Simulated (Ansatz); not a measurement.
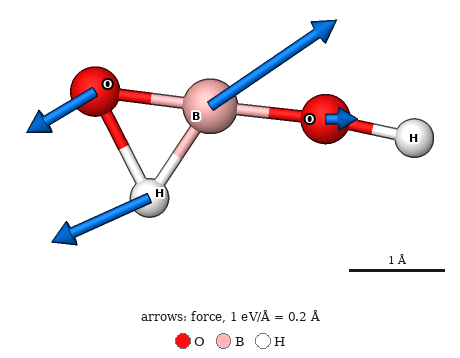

Starting geometry of BH2O2 (charge +1) with the computed forces as blue arrows. The picture is a ball-and-stick view, seen at a tilt.

The run prepares an end point of a later path (hydrogen shift) calculation, from a guessed geometry.

Computed with UKS PBE0/6-31G in Ansatz. (collinear spin; force threshold 0.02 eV/Å; at most 50 steps)

What follows when this structure is relaxed?

It isn't relaxed: the largest force vector, on the B atom, is 8.17 eV/Å. The final displacements follow the starting forces only in part (cosine between the two patterns 0.40). An H atom moves most after the best rigid fit: 1.32 Å. By element the largest moves are H 1.32 Å, O 0.61 Å, B 0.39 Å. Near-neighbour distances that change, for instance: B–H 1.170 → 2.203 Å, H–O 1.260 → 0.961 Å, B–O 1.224 → 1.243 Å, H–O 0.956 → 0.961 Å. Bonds break: B–H (1.17 → 2.20 Å). Among the angles between lasting bonds that change: B–O–H 56.2° → 178.0°, B–O–H 173.5° → 179.4°. After 8 geometry steps the energy has fallen by 401.2 kJ/mol. The largest force component goes from 8.2 to 0.0059 eV/Å. The run took 16 s on 1 thread of Intel(R) Xeon(R) Processor @ 2.70GHz, on a shared host, peak memory 0.12 GiB.
